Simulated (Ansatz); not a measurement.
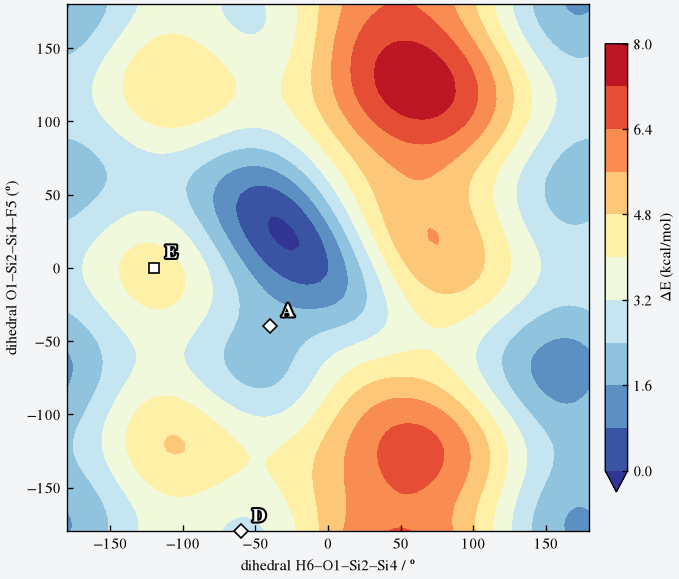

F2H4OSi2, SMILES O[SiH](F)[SiH2]F. Coordinates scanned: (1) dihedral H6–O1–Si2–Si4; (2) dihedral O1–Si2–Si4–F5. Nothing is relaxed (all other coordinates rigid). The scan uses an 18 × 18 grid. All energies are given in kcal/mol relative to the lowest grid point. These are results of Ansatz 0.2.0, RKS PBE0-D4/def2-SVP, not measurements.

In the figure: filled contours, lettered points. Between grid points the surface is interpolated.

### What kind of point is each of A, D, E: minimum, saddle, maximum or slope?

A: saddle point; D: minimum; E: maximum. (In these two coordinates alone; a stationary point may lie a little off the grid point.)

### Rank the lettered points by energy, lowest first.

A (1.98 kcal/mol), D (3.06 kcal/mol), E (4.36 kcal/mol).
